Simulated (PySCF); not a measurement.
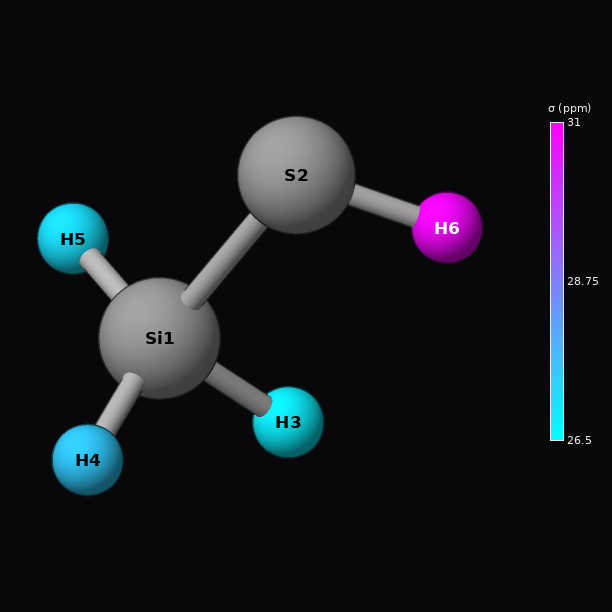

Atoms are coloured by their isotropic NMR shieldings (H only, the others grey). Geometry: a frame of a GFN2-xTB molecular-dynamics simulation, not a minimum. Properties computed with GIAO PBE0/pcSseg-1 NMR shielding, non-relativistic, gas phase (PySCF 2.14.0).

Give the isotropic NMR shieldings of the H atoms atom by atom.

```tsv
atom	σ (ppm)
H3	26.76
H4	27.41
H5	26.99
H6	30.84
```
